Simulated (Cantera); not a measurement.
Charge: 1 mol SiH2Cl2, 0.096 mol HCl, a varied amount of H2, held at 1925 K and 133 Pa.

Cantera equilibrium calculation (NASA polynomials, part measured and part estimated; ideal gas, pure solids and liquids). Candidate condensed phases: Si; 19 gas species. The tables' values for SiCl, SiCl3 are old estimates; treat these amounts as uncertain. Gases not in the tables: Si2H6 and higher silanes. Equilibrium is a limit: real reactors are often held back by kinetics, nucleation or transport.

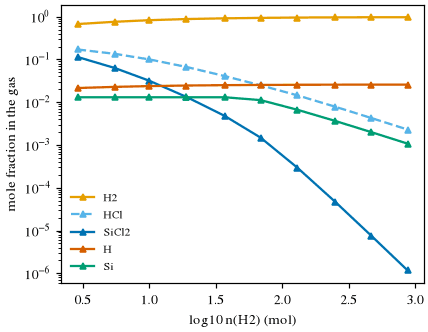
Figure. Equilibrium gas composition (values under 1e-9 drawn at 1e-9)

Problem. Read off the mole fractions at 19 mol H2.

Solution. H2 about 0.88, HCl about 0.067, H about 0.025, SiCl2 about 0.013, Si about 0.013.
